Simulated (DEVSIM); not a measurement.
Structure: W/SiO2/p-Ge capacitor, at 350 K.

```tsv
layer (left to right)	material	thickness (nm)	Na (cm⁻³)
1	SiO2	31.0	-
2	Ge	420	2e18
```

Metal gate on the left, work function 4.6 eV. Fixed charge at the semiconductor interface 2.6e12 cm⁻² (in units of +e); interface traps 2.3e12 cm⁻² eV⁻¹, uniform in energy, neutral level at 0.3 of the gap above the valence band.

Constants are typed, rounded textbook-type inputs, not results; the design itself was drawn at random and stands for no fabricated device. Values at 300 K; Nc and Nv go as T^1.5, mobilities as T to minus their exponent, the gap by Varshni's rule with the affinity fixed.

| parameter | SiO2 | Ge |
|---|---|---|
| gap (eV) | 9 | 0.664 |
| affinity (eV) | 0.9 | 4 |
| permittivity | 3.9 | 16 |
| Nc (cm⁻³) | - | 1.04e19 |
| Nv (cm⁻³) | - | 6e18 |
| Varshni α (eV/K) | - | 0.000477 |
| Varshni β (K) | - | 235 |

DEVSIM, 1D Poisson equation in equilibrium, Boltzmann statistics, complete ionisation; no quantum confinement or tunnelling. Metal contacts follow the ideal Schottky-Mott rule: no Fermi-level pinning, no interface dipoles.

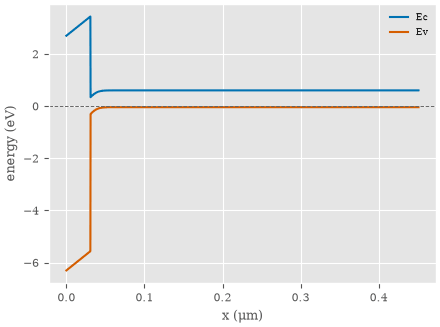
*Band edges at 1.0 V on the gate*

Energies count from the Fermi level of the right contact; mesh points crowd at the junctions.

| x (μm) | Ec (eV) | Ev (eV) | n (cm⁻³) | p (cm⁻³) | field (V/cm) |
|---|---|---|---|---|---|
| 0.000 | 2.700 | -6.300 | < 1e2 | < 1e2 | 240000 |
| 0.001170 | 2.728 | -6.272 | < 1e2 | < 1e2 | 240000 |
| 0.003283 | 2.779 | -6.221 | < 1e2 | < 1e2 | 240000 |
| 0.007507 | 2.880 | -6.120 | < 1e2 | < 1e2 | 240000 |
| 0.01880 | 3.150 | -5.850 | < 1e2 | < 1e2 | 240000 |
| 0.02506 | 3.300 | -5.700 | < 1e2 | < 1e2 | 240000 |
| 0.02853 | 3.383 | -5.617 | < 1e2 | < 1e2 | 240000 |
| 0.03071 | 3.436 | -5.564 | < 1e2 | < 1e2 | 240000 |
| 0.03164 | 0.363 | -0.282 | 7.9e13 | 6.6e14 | 310000 |
| 0.03350 | 0.416 | -0.228 | 1.3e13 | 3.9e15 | 270000 |
| 0.03728 | 0.501 | -0.143 | 7.9e11 | 6.6e16 | 180000 |
| 0.04835 | 0.596 | -0.048 | 3.4e10 | 1.5e18 | 22000 |
| 0.06741 | 0.604 | -0.040 | 2.6e10 | 2.0e18 | 130 |
| 0.1061 | 0.604 | -0.040 | 2.6e10 | 2.0e18 | ≈ 0 |
| 0.2194 | 0.604 | -0.040 | 2.6e10 | 2.0e18 | ≈ 0 |
| 0.3331 | 0.604 | -0.040 | 2.6e10 | 2.0e18 | ≈ 0 |
| 0.3935 | 0.604 | -0.040 | 2.6e10 | 2.0e18 | ≈ 0 |
| 0.4223 | 0.604 | -0.040 | 2.6e10 | 2.0e18 | ≈ 0 |
| 0.4405 | 0.604 | -0.040 | 2.6e10 | 2.0e18 | ≈ 0 |
| 0.4464 | 0.604 | -0.040 | 2.6e10 | 2.0e18 | ≈ 0 |
| 0.4492 | 0.604 | -0.040 | 2.6e10 | 2.0e18 | ≈ 0 |
| 0.4510 | 0.604 | -0.040 | 2.6e10 | 2.0e18 | ≈ 0 |
